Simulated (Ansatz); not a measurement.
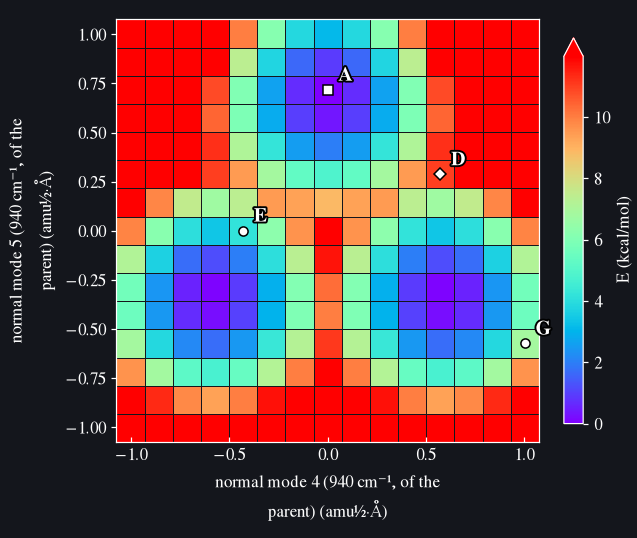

H₄Si, charge +1, spin multiplicity 2. 
- First axis: normal mode 4 (940 cm⁻¹, of the parent). Second axis: normal mode 5 (940 cm⁻¹, of the parent).
- Nothing is relaxed (straight displacements along the two mass-weighted modes).
- The grid has 15 × 15 points; 120 points were computed and 105 follow by symmetry.
- Points are written as (first, second).
- Energies are in kcal/mol, from the lowest grid point.
- Energies and slopes of some neighbouring points disagree (a jump in structure or state, or too coarse a mesh). Near the degeneracy a single determinant is a rough description.
- Computed with UKS PBE-D4/def2-TZVP (Ansatz 0.2.0).

The picture shows one coloured cell a grid point, one colour for all values above the top of the scale, lettered points.

Q: Is G the lowest point of the computed grid?

A: No. G lies 6.8 kcal/mol above the lowest grid point, which is at (0.000 amu½·Å, 0.717 amu½·Å).

Q: Rank the lettered points by energy, lowest first.

A: A (0.0 kcal/mol), E (4.2 kcal/mol), G (6.8 kcal/mol), D (11.0 kcal/mol).
